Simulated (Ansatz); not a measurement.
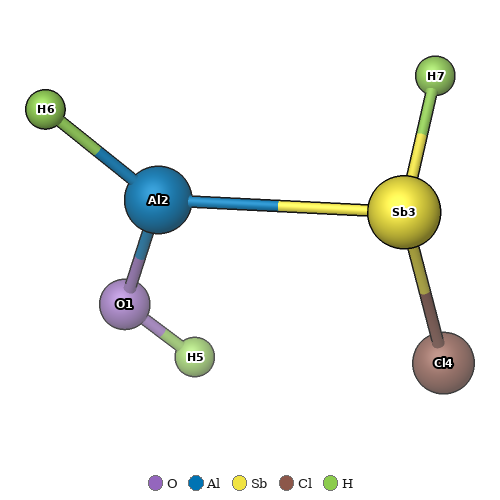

The system is AlClH₃OSb, SMILES [OH][AlH][SbH][Cl]; the picture shows the reference structure. The first coordinate is: bond length O1–Al2; the second: dihedral H5–O1–Al2–Sb3. Nothing is relaxed (all other coordinates rigid). Grid: 15 × 15 points. Energies are in kcal/mol, from the lowest grid point. The reference is spin-restricted, which grows unreliable where a bond is stretched far. The calculation used RKS PBE0-D4/def2-SVP in Ansatz 0.2.0.

Its coordinates:

```xyz
7

O    -1.0849    1.2797   -0.6545
Al   -0.0064    0.9346    0.6146
Sb    0.6111   -1.6606    0.8549
Cl   -0.6728   -1.9975   -1.1736
H    -1.3670    0.5559   -1.2269
H     0.5051    2.1249    1.5230
H     2.0760   -1.3050    0.0168
```

Range: bond length O1–Al2 from 1.395 to 2.551 Å; dihedral H5–O1–Al2–Sb3 from −180 to 156°.

**What landscape does the calculation give?**

The lowest grid point is at bond length O1–Al2 = 1.725 Å, dihedral H5–O1–Al2–Sb3 = −12°. A higher local minimum lies near bond length O1–Al2 = 1.725 Å, dihedral H5–O1–Al2–Sb3 = −180° (4.0 kcal/mol above the lowest at that grid point). The highest grid point, bond length O1–Al2 = 2.551 Å, dihedral H5–O1–Al2–Sb3 = 108°, lies 77 kcal/mol above the lowest. On the interpolated surface the easiest way out of the lowest well to the well at about bond length O1–Al2 = 1.70 Å, dihedral H5–O1–Al2–Sb3 = −180° passes a barrier of about 7.8 kcal/mol, counted from the interpolated bottom of the well. Round the minimum the two coordinates are nearly uncoupled.

```csv
"dihedral H5–O1–Al2–Sb3 ↓, bond length O1–Al2 →",1.395,1.477,1.560,1.643,1.725,1.808,1.890,1.973,2.056,2.138,2.221,2.303,2.386,2.469,2.551
156,62,31,14,6,5,7,13,20,28,36,44,53,61,69,76
132,64,33,16,8,6,9,14,21,29,37,45,54,62,69,77
108,65,35,17,9,8,10,15,22,30,38,46,54,62,70,77
84,65,35,17,9,8,10,15,22,30,38,46,54,62,70,77
60,63,32,15,7,6,8,14,20,28,37,45,53,61,69,76
36,59,29,12,4,3,6,11,18,26,35,43,52,60,68,75
12,56,26,9,1,0,3,9,16,25,33,42,51,59,67,75
−12,55,25,8,1,0,3,9,16,24,33,42,50,59,67,75
−36,58,28,11,3,2,5,10,18,26,34,43,51,60,68,75
−60,62,32,14,7,5,8,13,20,28,36,45,53,61,69,76
−84,65,34,17,9,7,10,15,21,29,37,46,54,62,70,77
−108,65,34,17,9,7,10,15,22,29,38,46,54,62,70,77
−132,64,33,16,8,6,9,14,21,29,37,45,54,62,70,77
−156,62,31,14,6,5,7,13,20,28,36,45,53,61,69,76
−180,61,30,13,5,4,7,12,19,27,36,44,53,61,69,76
```

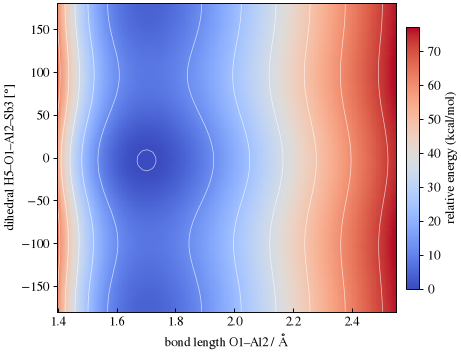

Drawn: a smooth colour map with a few white contour lines. Between grid points the surface is interpolated.

Time for the 225 points that were run: 33 min on 1 thread of Arm Neoverse N1, on a shared host.
